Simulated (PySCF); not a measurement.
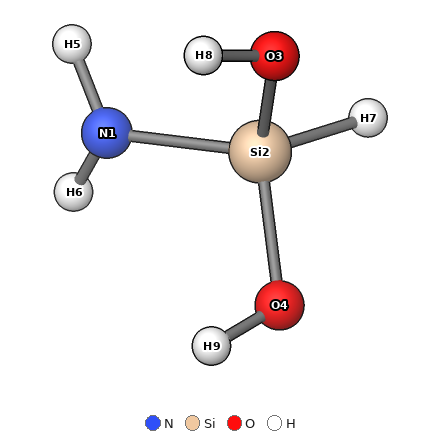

SiNH₅O₂, SMILES N[SiH](O)O. Vertical core-electron binding energies by ΔSCF (SCAN, pcX-1 on the ionised atom, pcseg-1 elsewhere, spin-free X2C; PySCF, at a PBE0-D3(BJ)/def2-SVP geometry (no frequency check)), gas phase, against the vacuum level. One atom of each kind was ionised; within a panel, areas follow the number of like atoms and 2j + 1 (2p levels are split by first-order spin-orbit coupling, an approximation), each panel is scaled alone, Gaussians of 0.6 eV full width. Only the regions named are shown.

**Predict the Si 2p, O 1s and Si 1s photoelectron lines.**

```tsv
level	atoms	binding energy (eV)
Si 2p1/2	Si2	108.8
Si 2p3/2	Si2	108.2
O 1s	O3, O4	538.7
Si 1s	Si2	1848.3
```

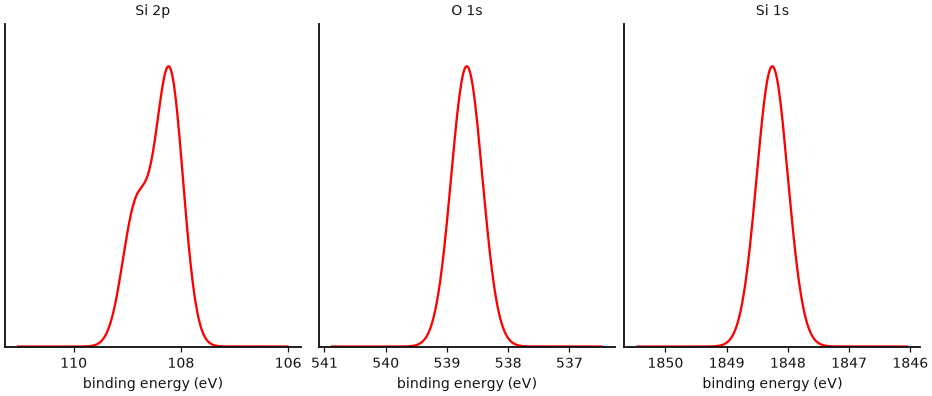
